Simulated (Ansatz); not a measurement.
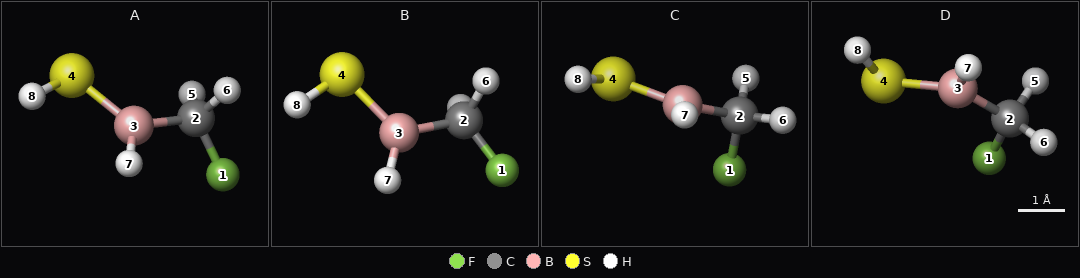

4 geometries from a converged minimum-energy path of CH4BFS, shuffled. Style: ball-and-stick. Shown at a tilt.

Theory: RKS B3LYP/def2-SVP (Ansatz 0.2.0). Set-up: 5 movable images; climbing image; force threshold 0.03 eV/Å; iteration limit 60; starting path through a guess of the saddle point.

### One of them is the converged climbing image. Which?

C. In order along the path, whose images run from 0 to 6: B (image 0, 0.000 eV), A (image 1, +0.021 eV), C (image 3, +0.156 eV), D (image 5, −0.026 eV). The motion is a rotation about the C2–B3 bond by about 175°. No bond forms or breaks between the ends. Among the angles between lasting bonds that change up to the highest image: F1–C2–B3 112.2° → 107.6°, B3–C2–H6 110.4° → 112.4°.

The run took 73 s on 1 thread of AMD EPYC 9R45 96-Core Processor (Zen 5), with other jobs on the host, peak memory 0.17 GiB.
